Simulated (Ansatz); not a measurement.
Geometry relaxation, with input and output: CH$_{8}$BClSi$_{2}$ (part 1 of 2)

CH$_{8}$BClSi$_{2}$, SMILES B[SiH2][SiH](C)Cl, computed with RKS BHLYP-D4/def2-SVP (Ansatz 0.2.0).

It belongs to a series of runs on one base structure; here: end point A relaxed. Figures and captions count atoms from 1; the log counts them from 0 in places.

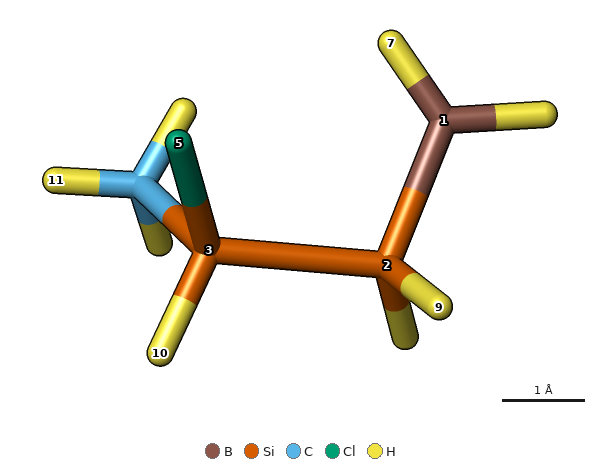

**Figure 1.** The input geometry (stick view, seen at a tilt; atoms are numbered from 1 in the order of the input).

### Summary

```json
{"quantity": "outcome", "value": "converged"}
{"quantity": "total energy", "value": "−30111.3716 eV"}
{"quantity": "mean-field energy", "value": "−30110.9078 eV"}
{"quantity": "largest force (length of the vector) at the end", "value": "0.018 eV/Å"}
{"quantity": "hardware", "value": "2 threads of Arm Neoverse V1, 24 GiB of memory available, shared host"}
{"quantity": "wall time", "value": "2.8 min (CPU time 5.5 min)"}
{"quantity": "peak memory", "value": "0.3 GiB"}
```

### Input file
```yaml
crystal:
  periodic: [false, false, false]
  atoms:
    - { symbol: B, position_ang: [-0.4714, 1.5787, 1.4781] }
    - { symbol: Si, position_ang: [-1.1631, 0.9097, -0.2216] }
    - { symbol: Si, position_ang: [0.3936, -0.3696, -1.1405] }
    - { symbol: C, position_ang: [0.9028, -1.7594, 0.0377] }
    - { symbol: Cl, position_ang: [2.1468, 0.7704, -1.4749] }
    - { symbol: H, position_ang: [-1.2133, 2.3472, 2.1075] }
    - { symbol: H, position_ang: [0.5895, 1.3504, 1.8539] }
    - { symbol: H, position_ang: [-2.3276, 0.1231, 0.0064] }
    - { symbol: H, position_ang: [-1.4693, 2.0381, -1.0918] }
    - { symbol: H, position_ang: [-0.0524, -0.9178, -2.3798] }
    - { symbol: H, position_ang: [1.604, -2.4115, -0.3868] }
    - { symbol: H, position_ang: [-0.0649, -2.3656, 0.2394] }
    - { symbol: H, position_ang: [1.1459, -1.3285, 0.987] }
basis:
  gaussian: { orbitals: def2-SVP }
hamiltonian:
  xc: { name: BHLYP }
  dispersion: d4
relax:
  f_tol: 0.015
  max_steps: 40
```

Launched with:
```bash
ansatz run input.yaml --threads 2 --pin off --max-ram 3072MiB --backend cpu --events-out ev --progress --plain --runs-dir out
```

### Log
```
The last accepted step is kept in [file] (removed where the run ends without a failure and the disk answers)
Engine: ansatz 0.2.0, aarch64-unknown-linux-gnu
Functional definition: BHLYP
  parameter a = 0.5
  exchange = (1 - a)*b88_x + a*exact_x
  correlation = lyp_c
1280 factors; integrals over basis functions are off by at most 3.8e-4 eV
mean field evaluation 1: about -30107.2875 eV, gradient 3.4e1 eV
mean field evaluation 2: about -30108.2575 eV, gradient 2.8e1 eV
mean field evaluation 4: about -30110.2866 eV, gradient 6.6e-1 eV
mean field evaluation 8: about -30110.3100 eV, gradient 4.2e-2 eV
mean field evaluation 16: about -30110.3100 eV, gradient 5.0e-5 eV
mean field -30110.30999880 eV, -1106.5334829549 hartree, gradient 5.0e-5 eV, S^2 0.000000; 0 other end points of the search recorded, 0 dependent functions left out
the calculation of the forces begins
reference -30110.31020197 eV, -1106.5334904212 hartree; 32, 32 occupied and 90, 90 virtual orbitals, 1280 factors
relax step   1: F+E_penalty+E_count = -30110.77451305 eV  Δ(F+E_penalty+E_count) = +0.000e0 eV  max|allowed force component| = 3.874e0 eV/Å  Δτ_max = 0.0000 Å  (26 SCF iters, accepted)
these checks for a lower state are left out or cut short: starts, cluster_reference, orbital_swaps, neighbouring_geometries, increment
1280 factors; integrals over basis functions are off by at most 5.1e-4 eV
mean field -30110.75249477 eV, -1106.5497443819 hartree, gradient 6.0e-6 eV, S^2 0.000000; 0 other end points of the search recorded, 0 dependent functions left out
[... from here on the field's lines of each further geometry are left out, up to the last ...]
relax step   2: F+E_penalty+E_count = -30111.20544056 eV  Δ(F+E_penalty+E_count) = -4.309e-1 eV  max|allowed force component| = 1.256e0 eV/Å  Δτ_max = 0.1952 Å  (31 SCF iters, accepted)
relax step   3: F+E_penalty+E_count = -30111.25841802 eV  Δ(F+E_penalty+E_count) = -5.298e-2 eV  max|allowed force component| = 3.838e-1 eV/Å  Δτ_max = 0.0940 Å  (31 SCF iters, accepted)
relax step   4: F+E_penalty+E_count = -30111.26913396 eV  Δ(F+E_penalty+E_count) = -1.072e-2 eV  max|allowed force component| = 1.560e-1 eV/Å  Δτ_max = 0.1270 Å  (29 SCF iters, accepted)
relax step   5: F+E_penalty+E_count = -30111.26851952 eV  Δ(F+E_penalty+E_count) = +6.144e-4 eV  max|allowed force component| = 2.979e-1 eV/Å  Δτ_max = 0.1769 Å  (29 SCF iters, rejected (line search))
relax step   6: F+E_penalty+E_count = -30111.28350438 eV  Δ(F+E_penalty+E_count) = -1.437e-2 eV  max|allowed force component| = 5.261e-2 eV/Å  Δτ_max = 0.0859 Å  (29 SCF iters, accepted)
relax step   7: F+E_penalty+E_count = -30111.29052075 eV  Δ(F+E_penalty+E_count) = -7.016e-3 eV  max|allowed force component| = 7.477e-2 eV/Å  Δτ_max = 0.1000 Å  (30 SCF iters, accepted)
relax step   8: F+E_penalty+E_count = -30111.29634581 eV  Δ(F+E_penalty+E_count) = -5.825e-3 eV  max|allowed force component| = 2.542e-1 eV/Å  Δτ_max = 0.1450 Å  (28 SCF iters, accepted)
relax step   9: F+E_penalty+E_count = -30111.31444948 eV  Δ(F+E_penalty+E_count) = -1.810e-2 eV  max|allowed force component| = 1.189e-1 eV/Å  Δτ_max = 0.2000 Å  (28 SCF iters, accepted)
relax step  10: F+E_penalty+E_count = -30111.32884033 eV  Δ(F+E_penalty+E_count) = -1.439e-2 eV  max|allowed force component| = 8.301e-2 eV/Å  Δτ_max = 0.2000 Å  (29 SCF iters, accepted)
relax step  11: F+E_penalty+E_count = -30111.32982942 eV  Δ(F+E_penalty+E_count) = -9.891e-4 eV  max|allowed force component| = 5.701e-1 eV/Å  Δτ_max = 0.1982 Å  (30 SCF iters, accepted)
relax step  12: F+E_penalty+E_count = -30111.26309975 eV  Δ(F+E_penalty+E_count) = +6.673e-2 eV  max|allowed force component| = 1.050e0 eV/Å  Δτ_max = 0.1715 Å  (31 SCF iters, rejected (line search))
relax step  13: F+E_penalty+E_count = -30111.34339513 eV  Δ(F+E_penalty+E_count) = -1.357e-2 eV  max|allowed force component| = 1.757e-1 eV/Å  Δτ_max = 0.0644 Å  (31 SCF iters, accepted)
relax step  14: F+E_penalty+E_count = -30111.34892703 eV  Δ(F+E_penalty+E_count) = -5.532e-3 eV  max|allowed force component| = 1.010e-1 eV/Å  Δτ_max = 0.1000 Å  (30 SCF iters, accepted)
relax step  15: F+E_penalty+E_count = -30111.35458307 eV  Δ(F+E_penalty+E_count) = -5.656e-3 eV  max|allowed force component| = 1.948e-1 eV/Å  Δτ_max = 0.1475 Å  (30 SCF iters, accepted)
relax step  16: F+E_penalty+E_count = -30111.35753185 eV  Δ(F+E_penalty+E_count) = -2.949e-3 eV  max|allowed force component| = 1.768e-1 eV/Å  Δτ_max = 0.0908 Å  (30 SCF iters, accepted)
relax step  17: F+E_penalty+E_count = -30111.36007702 eV  Δ(F+E_penalty+E_count) = -2.545e-3 eV  max|allowed force component| = 2.898e-2 eV/Å  Δτ_max = 0.0540 Å  (31 SCF iters, accepted)
relax step  18: F+E_penalty+E_count = -30111.36084556 eV  Δ(F+E_penalty+E_count) = -7.685e-4 eV  max|allowed force component| = 5.573e-2 eV/Å  Δτ_max = 0.0325 Å  (31 SCF iters, accepted)
relax step  19: F+E_penalty+E_count = -30111.36316845 eV  Δ(F+E_penalty+E_count) = -2.323e-3 eV  max|allowed force component| = 4.571e-2 eV/Å  Δτ_max = 0.0713 Å  (30 SCF iters, accepted)
relax step  20: F+E_penalty+E_count = -30111.36276857 eV  Δ(F+E_penalty+E_count) = +3.999e-4 eV  max|allowed force component| = 2.018e-1 eV/Å  Δτ_max = 0.1499 Å  (31 SCF iters, rejected (line search))
relax step  21: F+E_penalty+E_count = -30111.36419528 eV  Δ(F+E_penalty+E_count) = -1.027e-3 eV  max|allowed force component| = 1.124e-1 eV/Å  Δτ_max = 0.0729 Å  (30 SCF iters, accepted)
relax step  22: F+E_penalty+E_count = -30111.36625798 eV  Δ(F+E_penalty+E_count) = -2.063e-3 eV  max|allowed force component| = 1.388e-1 eV/Å  Δτ_max = 0.0951 Å  (29 SCF iters, accepted)
relax step  23: F+E_penalty+E_count = -30111.36711859 eV  Δ(F+E_penalty+E_count) = -8.606e-4 eV  max|allowed force component| = 9.168e-2 eV/Å  Δτ_max = 0.0089 Å  (24 SCF iters, accepted)
relax step  24: F+E_penalty+E_count = -30111.36815058 eV  Δ(F+E_penalty+E_count) = -1.032e-3 eV  max|allowed force component| = 2.952e-2 eV/Å  Δτ_max = 0.0262 Å  (30 SCF iters, accepted)
relax step  25: F+E_penalty+E_count = -30111.36898379 eV  Δ(F+E_penalty+E_count) = -8.332e-4 eV  max|allowed force component| = 2.631e-2 eV/Å  Δτ_max = 0.0621 Å  (30 SCF iters, accepted)
relax step  26: F+E_penalty+E_count = -30111.36963169 eV  Δ(F+E_penalty+E_count) = -6.479e-4 eV  max|allowed force component| = 4.786e-2 eV/Å  Δτ_max = 0.1088 Å  (30 SCF iters, accepted)
relax step  27: F+E_penalty+E_count = -30111.36979678 eV  Δ(F+E_penalty+E_count) = -1.651e-4 eV  max|allowed force component| = 6.712e-2 eV/Å  Δτ_max = 0.0249 Å  (26 SCF iters, accepted)
relax step  28: F+E_penalty+E_count = -30111.37043488 eV  Δ(F+E_penalty+E_count) = -6.381e-4 eV  max|allowed force component| = 2.685e-2 eV/Å  Δτ_max = 0.0276 Å  (25 SCF iters, accepted)
relax step  29: F+E_penalty+E_count = -30111.37075755 eV  Δ(F+E_penalty+E_count) = -3.227e-4 eV  max|allowed force component| = 1.758e-2 eV/Å  Δτ_max = 0.0347 Å  (31 SCF iters, accepted)
relax step  30: F+E_penalty+E_count = -30111.37092246 eV  Δ(F+E_penalty+E_count) = -1.649e-4 eV  max|allowed force component| = 4.942e-2 eV/Å  Δτ_max = 0.0548 Å  (31 SCF iters, accepted)
relax step  31: F+E_penalty+E_count = -30111.37102856 eV  Δ(F+E_penalty+E_count) = -1.061e-4 eV  max|allowed force component| = 3.478e-2 eV/Å  Δτ_max = 0.0039 Å  (25 SCF iters, accepted)
relax step  32: F+E_penalty+E_count = -30111.37059355 eV  Δ(F+E_penalty+E_count) = +4.350e-4 eV  max|allowed force component| = 5.436e-2 eV/Å  Δτ_max = 0.0208 Å  (24 SCF iters, rejected (line search))
relax step  33: F+E_penalty+E_count = -30111.37114268 eV  Δ(F+E_penalty+E_count) = -1.141e-4 eV  max|allowed force component| = 2.657e-3 eV/Å  Δτ_max = 0.0088 Å  (25 SCF iters, accepted)
relax step  34: F+E_penalty+E_count = -30111.37122087 eV  Δ(F+E_penalty+E_count) = -7.819e-5 eV  max|allowed force component| = 1.524e-2 eV/Å  Δτ_max = 0.0307 Å  (30 SCF iters, accepted)
relax step  35: F+E_penalty+E_count = -30111.37085026 eV  Δ(F+E_penalty+E_count) = +3.706e-4 eV  max|allowed force component| = 6.462e-2 eV/Å  Δτ_max = 0.0888 Å  (29 SCF iters, rejected (line search))
relax step  36: F+E_penalty+E_count = -30111.37129918 eV  Δ(F+E_penalty+E_count) = -7.831e-5 eV  max|allowed force component| = 2.009e-2 eV/Å  Δτ_max = 0.0433 Å  (30 SCF iters, accepted)
relax step  37: F+E_penalty+E_count = -30111.37133863 eV  Δ(F+E_penalty+E_count) = -3.945e-5 eV  max|allowed force component| = 1.826e-2 eV/Å  Δτ_max = 0.0138 Å  (25 SCF iters, accepted)
the calculation of the forces begins
reference -30110.90775667 eV, -1106.5554501512 hartree; 32, 32 occupied and 90, 90 virtual orbitals, 1280 factors
relax step  38: F+E_penalty+E_count = -30111.37141295 eV  Δ(F+E_penalty+E_count) = -7.431e-5 eV  max|allowed force component| = 1.372e-2 eV/Å  Δτ_max = 0.0549 Å  (31 SCF iters, accepted)
```

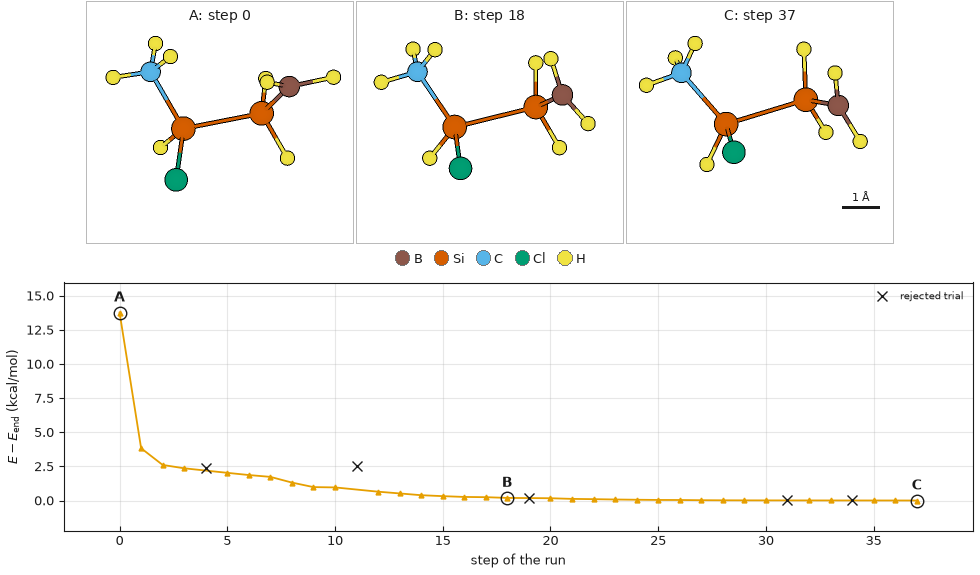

**Figure 2.** Frames of the relaxation (ball-and-stick view, seen at a tilt) above the curves, on which the letters mark them (the first geometry is step 0 here and step 1 in the log).
